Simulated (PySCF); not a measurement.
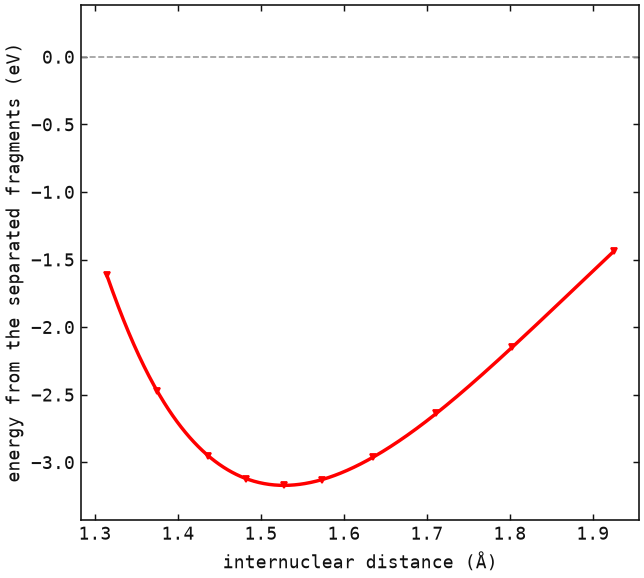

Bond curve of ClF⁺, doublet (excess alpha electrons: πy +1). ωB97M-V/def2-TZVPPD, PySCF, UKS. One reference determinant with the occupation held, the lowest that a PBE0 search over spins and occupations found; no spin-orbit coupling. Zero is the separated fragments in their ground configurations, without counterpoise. The fragments are Cl⁺ + F. 2 further points of the run are not drawn.

Question: What constants does a Dunham fit to the curve give (main isotopes)?

Answer: re = 1.528 Å, ωe = 986 cm⁻¹, ωexe = 4.4 cm⁻¹, De = 3.17 eV, Be = 0.587 cm⁻¹.

Question: Give the computed points.

Answer:
```csv
r (Å),E (eV)
1.314,−1.61
1.375,−2.48
1.436,−2.95
1.482,−3.12
1.528,−3.17
1.574,−3.13
1.635,−2.96
1.711,−2.64
1.803,−2.15
1.925,−1.44
```

Note: lowest determinant of a PBE0 search, another state may lie lower.
